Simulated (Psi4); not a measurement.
**A workflow on GeH4O (SMILES [OH][GeH3])**

Wanted: a series of 9 runs (PBE0-D4/def2-TZVP, PBE-D4/def2-TZVPP, r2SCAN-D4/def2-TZVPP, B3LYP-D4/def2-TZVPP, PBE0-D4/def2-TZVPP, wB97M-V/def2-TZVPP, CCSD(T)/def2-TZVPP, MP2/def2-QZVPP) of GeH4O. 

The calculation is run with Psi4 1.11.

## 1. The structure to begin with

GeH4O: 6 atoms, total charge 0, spin state singlet. As SMILES, `[OH][GeH3]`. The run starts from this shape.

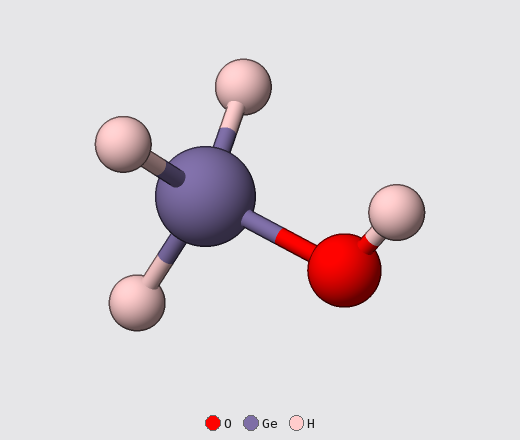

The structure, seen from a chosen angle (oxygen red, germanium purple, hydrogen pink).

## 2. A geometry optimisation at PBE0-D4/def2-TZVP (density fitting) (run 2)

Input file input.in:

```
memory 3300 MB

molecule {
  0 1
  O      0.474700    -1.192060     0.427420
  Ge    -0.252480     0.299080    -0.226410
  H      1.298430    -1.027490     0.890520
  H     -1.526310    -0.176080    -0.929950
  H      0.722290     0.967720    -1.215450
  H     -0.573880     1.273770     0.923420
  symmetry c1
}

set basis def2-TZVP
set scf_type df
set geom_maxiter 50
set max_force_g_convergence 0.0002

optimize("pbe0-d4")
print_variables()
```

On the command line:

```console
$ psi4 -i input.in -o input.out -n 2
```

input.out:

```text
[...]
  Running in c1 symmetry.
[...]
  Nuclear repulsion =  126.556044761514329
[...]
  Multiplicity = 1
[...]
  Nalpha       = 22
  Nbeta        = 22
[...]
    Number of basis functions: 103
[...]
   @DF-RKS iter   1: -2152.67882789012083   -1.76241e+00   3.01220e-02 ADIIS/DIIS
[...]
   @DF-RKS iter  11: -2154.32767702486944   -2.72848e-12   4.07999e-09 DIIS
[...]
  @DF-RKS Final Energy: -2154.32767702486944
   => Energetics <=
    Nuclear Repulsion Energy =            126.5560447615143289
    One-Electron Energy =               -3253.2143345380345636
    Two-Electron Energy =                1039.3802167602818827
    DFT Exchange-Correlation Energy =     -67.0475873928796204
    Empirical Dispersion Energy =          -0.0020166157514362
    VV10 Nonlocal Energy =                  0.0000000000000000
    Total Energy =                      -2154.3276770248694447
[...]
 Multipole Moments:
 ------------------------------------------------------------------------------------
     Multipole            Electronic (a.u.)      Nuclear  (a.u.)        Total (a.u.)
 ------------------------------------------------------------------------------------
 L = 1.  Multiply by 2.5417464519 to convert [e a0] to [Debye]
 Dipole X            :         -1.3555496            1.6275732            0.2720236
 Dipole Y            :          2.1013012           -1.5918381            0.5094631
 Dipole Z            :         -1.1171651            1.2015747            0.0844097
 Magnitude           :                                                    0.5836733
[...]
  -Total Gradient:
     Atom            X                  Y                   Z
    ------   -----------------  -----------------  -----------------
       1        0.000107743502    -0.000088840118     0.000104567617
       2       -0.000131203944     0.000009745678    -0.000092084905
       3       -0.000052759348     0.000045551476    -0.000059759922
       4        0.000010401940     0.000036420417    -0.000001194031
       5        0.000057833115     0.000001801783    -0.000006552607
       6        0.000011496239     0.000008192067     0.000054049946
[...]
```

Standard output:

```text
Optimizer: Optimization complete!
```

Wall time 6 s (2 threads of Intel Xeon 6975P-C (Granite Rapids), shared host); peak memory 0.66 GiB.

## 3. Vibrational wavenumbers at PBE0-D4/def2-TZVP (density fitting) (run 3)

Input file calc.dat:

```
memory 3.3 GB

molecule {
  0 1
  O      0.474700    -1.192060     0.427420
  Ge    -0.252480     0.299080    -0.226410
  H      1.298430    -1.027490     0.890520
  H     -1.526310    -0.176080    -0.929950
  H      0.722290     0.967720    -1.215450
  H     -0.573880     1.273770     0.923420
  symmetry c1
}

set {
  scf_type df
  rotational_symmetry_number 1
}

frequency("pbe0-d4/def2-TZVP")
print_variables()
```

On the command line:

```console
$ psi4 -i calc.dat -o calc.out -n 2
```

calc.out:

```text
[...]
  Running in c1 symmetry.
[...]
  Nuclear repulsion =  126.556044761514329
[...]
  Multiplicity = 1
[...]
  Nalpha       = 22
  Nbeta        = 22
[...]
    Number of basis functions: 103
[...]
   @DF-RKS iter   1: -2152.67882788978113   -1.76241e+00   3.01220e-02 ADIIS/DIIS
[...]
   @DF-RKS iter  11: -2154.32767600993475   -3.63798e-12   4.08922e-09 DIIS
[...]
  @DF-RKS Final Energy: -2154.32767600993475
   => Energetics <=
    Nuclear Repulsion Energy =            126.5757968541681748
    One-Electron Energy =               -3253.2551840766755049
    Two-Electron Energy =                1039.4017495852006050
    DFT Exchange-Correlation Energy =     -67.0480216790105601
    Empirical Dispersion Energy =          -0.0020166936172352
    VV10 Nonlocal Energy =                  0.0000000000000000
    Total Energy =                      -2154.3276760099347484
[...]
  -Total Gradient:
     Atom            X                  Y                   Z
    ------   -----------------  -----------------  -----------------
       1        0.000116398720    -0.000079011045     0.000077144591
       2       -0.000001554177     0.000368574318    -0.000002186111
       3       -0.000052024958     0.000045284559    -0.000058244968
       4       -0.000010544106     0.000041542381     0.000020517098
       5       -0.000171985741    -0.000128727995     0.000297922263
       6        0.000123050673    -0.000234753098    -0.000336054523
[...]
  ==> Harmonic Vibrational Analysis <==
[...]
  Freq [cm^-1]                 171.0700            614.0254            631.5238
[...]
  IR activ [km/mol]            99.4093             44.7154             52.8867
[...]
  Freq [cm^-1]                 704.3417            868.1799            870.8851
[...]
  IR activ [km/mol]            119.6943            72.1659             50.3216
[...]
  Freq [cm^-1]                 887.7552            946.2422           2137.9211
[...]
  IR activ [km/mol]            65.7818             85.2444             162.8132
[...]
  Freq [cm^-1]                2141.0252           2194.7535           3903.6025
[...]
  IR activ [km/mol]            78.1413             91.3572             64.2956
[...]
  Total E_0, Enthalpy at 0 [K]                                                        -2154.29106385 [Eh]
[...]
  Total H, Enthalpy at  298.15 [K]                                                    -2154.28604905 [Eh]
[...]
  Total G, Gibbs energy at  298.15 [K]                                                -2154.31694272 [Eh]
[...]
```

Standard output:

```text
Warning: used thermodynamics relations inappropriate for low-frequency modes: ['171.0700' '614.0254']
```

It took 92 s on 2 threads of Intel Xeon 6975P-C (Granite Rapids), shared host; peak memory 0.77 GiB.

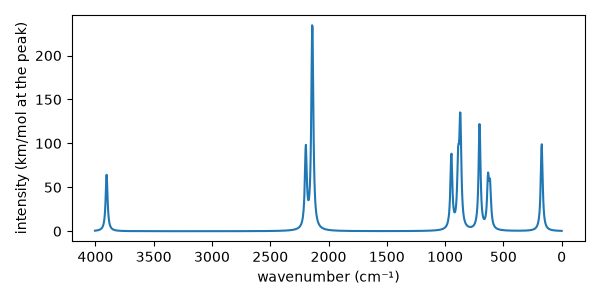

Harmonic infrared spectrum, unscaled, lines broadened by 10 cm⁻¹.

Run 4 isn't shown in full; the table further down has it.

## 4. A single-point energy at r2SCAN-D4/def2-TZVPP (density fitting) (run 5)

Input file geh4o.inp:

```
memory 3300 MB

molecule {
  0 1
  O      0.474700    -1.192060     0.427420
  Ge    -0.252480     0.299080    -0.226410
  H      1.298430    -1.027490     0.890520
  H     -1.526310    -0.176080    -0.929950
  H      0.722290     0.967720    -1.215450
  H     -0.573880     1.273770     0.923420
  symmetry c1
}

set scf_type df
set dft_radial_points 99
set dft_spherical_points 590

e_tot = energy("r2scan-d4/def2-TZVPP")
print_variables()
```

On the command line:

```console
$ psi4 -i geh4o.inp -o geh4o.out -n 2
```

geh4o.out:

```text
[...]
  Running in c1 symmetry.
[...]
  Nuclear repulsion =  126.556044761514329
[...]
  Multiplicity = 1
[...]
  Nalpha       = 22
  Nbeta        = 22
[...]
    Number of basis functions: 135
[...]
   @DF-RKS iter   1: -2152.85855972361833   -1.44490e+00   2.37305e-02 ADIIS/DIIS
[...]
   @DF-RKS iter   9: -2154.62699384040570   -4.29591e-08   3.58049e-07 DIIS
[...]
    Orbital Energies [Eh]
    ---------------------
    Doubly Occupied:
       1A   -398.160235     2A    -49.597131     3A    -44.086823
       4A    -44.086510     5A    -44.086458     6A    -18.947237
       7A     -6.166896     8A     -4.319310     9A     -4.317333
      10A     -4.317206    11A     -1.138022    12A     -1.131469
      13A     -1.131237    14A     -1.128934    15A     -1.128818
      16A     -0.941850    17A     -0.536160    18A     -0.432602
      19A     -0.340145    20A     -0.338102    21A     -0.301422
      22A     -0.264444
[...]
  @DF-RKS Final Energy: -2154.62699384040570
   => Energetics <=
    Nuclear Repulsion Energy =            126.5560447615143289
    One-Electron Energy =               -3253.1961121904264473
    Two-Electron Energy =                1061.1262224258625793
    DFT Exchange-Correlation Energy =     -89.1125988602302641
    Empirical Dispersion Energy =          -0.0005499771258866
    VV10 Nonlocal Energy =                  0.0000000000000000
    Total Energy =                      -2154.6269938404057029
[...]
 Multipole Moments:
 ------------------------------------------------------------------------------------
     Multipole            Electronic (a.u.)      Nuclear  (a.u.)        Total (a.u.)
 ------------------------------------------------------------------------------------
 L = 1.  Multiply by 2.5417464519 to convert [e a0] to [Debye]
 Dipole X            :         -1.3665000            1.6275732            0.2610731
 Dipole Y            :          2.0674904           -1.5918381            0.4756523
 Dipole Z            :         -1.1186410            1.2015747            0.0829337
 Magnitude           :                                                    0.5488919
[...]
```

Run time: 14 s. Hardware: 2 threads of Intel Xeon 6975P-C (Granite Rapids), shared host; peak memory 1.6 GiB.

Runs 6 to 9 aren't shown in full; the table further down has their settings and results.

## 5. The energy at MP2/def2-QZVPP (density fitting, density fitting for correlation) (run 10)

Input file input.in:

```
memory 3.3 GB

molecule geom {
  0 1
  O      0.474700    -1.192060     0.427420
  Ge    -0.252480     0.299080    -0.226410
  H      1.298430    -1.027490     0.890520
  H     -1.526310    -0.176080    -0.929950
  H      0.722290     0.967720    -1.215450
  H     -0.573880     1.273770     0.923420
  symmetry c1
}

set globals {
  basis def2-QZVPP
  reference rhf
  scf_type df
  num_frozen_docc 10
}

e_tot, wfn = energy("mp2", return_wfn=True)
```

On the command line:

```console
$ psi4 -i input.in -o input.out -n 2
```

input.out:

```text
[...]
  Running in c1 symmetry.
[...]
  Nuclear repulsion =  126.556044761514329
[...]
  Multiplicity = 1
[...]
  Nalpha       = 22
  Nbeta        = 22
[...]
    Number of basis functions: 266
[...]
   @DF-RHF iter   1: -2151.24558752206985   -2.90648e+00   1.17698e-02 DIIS/ADIIS
[...]
   @DF-RHF iter  11: -2152.65245049407713   -2.07820e-10   9.21595e-09 DIIS
[...]
    Orbital Energies [Eh]
    ---------------------
    Doubly Occupied:
       1A   -405.243763     2A    -52.148925     3A    -46.236655
       4A    -46.236588     5A    -46.236549     6A    -20.547323
       7A     -7.194476     8A     -5.170434     9A     -5.169957
      10A     -5.169864    11A     -1.651756    12A     -1.646627
      13A     -1.646184    14A     -1.642222    15A     -1.641923
      16A     -1.309903    17A     -0.747785    18A     -0.637617
      19A     -0.532716    20A     -0.524064    21A     -0.470672
      22A     -0.450610
[...]
  @DF-RHF Final Energy: -2152.65245049407713
   => Energetics <=
    Nuclear Repulsion Energy =            126.5560447615143289
    One-Electron Energy =               -3253.9037531033459345
    Two-Electron Energy =                 974.6952578477545330
    Total Energy =                      -2152.6524504940771294
[...]
 Multipole Moments:
 ------------------------------------------------------------------------------------
     Multipole            Electronic (a.u.)      Nuclear  (a.u.)        Total (a.u.)
 ------------------------------------------------------------------------------------
 L = 1.  Multiply by 2.5417464519 to convert [e a0] to [Debye]
 Dipole X            :         -1.3739830            1.6275732            0.2535902
 Dipole Y            :          2.1887123           -1.5918381            0.5968743
 Dipole Z            :         -1.1410083            1.2015747            0.0605664
 Magnitude           :                                                    0.6513334
[...]
```

It took 3.6 s on 2 threads of Intel Xeon 6975P-C (Granite Rapids), shared host; peak memory 0.71 GiB.

## 6. The series

| run | level | task | geom maxiter | energy (Eh) | dipole moment (D) | HOMO energy (eV) | LUMO energy (eV) | wall time |
| --- | --- | --- | --- | --- | --- | --- | --- | --- |
| 2 | PBE0-D4/def2-TZVP (density fitting) | optimise | 50 | -2154.327677 | 1.48 | -8.42 | 0.12 | 6 s |
| 3 | PBE0-D4/def2-TZVP (density fitting) | frequencies | – | -2154.327677 | 1.48 | – | – | 92 s |
| 4 | PBE-D4/def2-TZVPP (density fitting) | energy | – | -2154.272564 | 1.34 | -6.82 | -0.77 | 7.8 s |
| 5 | r2SCAN-D4/def2-TZVPP (density fitting) | energy | – | -2154.626994 | 1.40 | -7.20 | -0.33 | 14 s |
| 6 | B3LYP-D4/def2-TZVPP (density fitting) | energy | – | -2154.731760 | 1.44 | -8.19 | -0.20 | 6.9 s |
| 7 | PBE0-D4/def2-TZVPP (density fitting) | properties | – | -2154.330041 | 1.44 | -8.43 | 0.11 | 6.9 s |
| 8 | wB97M-V/def2-TZVPP (density fitting) | energy | – | -2154.523194 | 1.46 | -10.86 | 1.78 | 14 s |
| 9 | CCSD(T)/def2-TZVPP (density fitting, density fitting for correlation) | energy | – | -2153.150618 | – | -12.25 | 3.08 | 28 s |
| 10 | MP2/def2-QZVPP (density fitting, density fitting for correlation) | energy | – | -2153.448329 | – | -12.26 | 2.47 | 3.6 s |

## 7. Summary of results

```
                                                            quantity           value
                                run 10, MP2/def2-QZVPP: total energy  -2153.44833 Eh
         run 10, MP2/def2-QZVPP: HOMO energy (Hartree–Fock orbitals)       -12.26 eV
         run 10, MP2/def2-QZVPP: LUMO energy (Hartree–Fock orbitals)         2.47 eV
       run 10, MP2/def2-QZVPP: HOMO–LUMO gap (Hartree–Fock orbitals)        14.73 eV
run 10, MP2/def2-QZVPP: correlation energy (10 core orbitals frozen)      -795.9 mEh
```

Over runs 2, 3, 4, 5, 6, 7, 8 the dipole moment (its size) runs from 1.34 D (PBE-D4/def2-TZVPP) to 1.48 D (PBE0-D4/def2-TZVP). The two ends differ in method and basis. Over runs 2, 4, 5, 6, 7, 8 the HOMO–LUMO gap runs from 6.05 eV (PBE-D4/def2-TZVPP) to 12.64 eV (wB97M-V/def2-TZVPP). Totals of different functionals can't be ranked against each other. All runs together took 3 min, the longest 92 s.
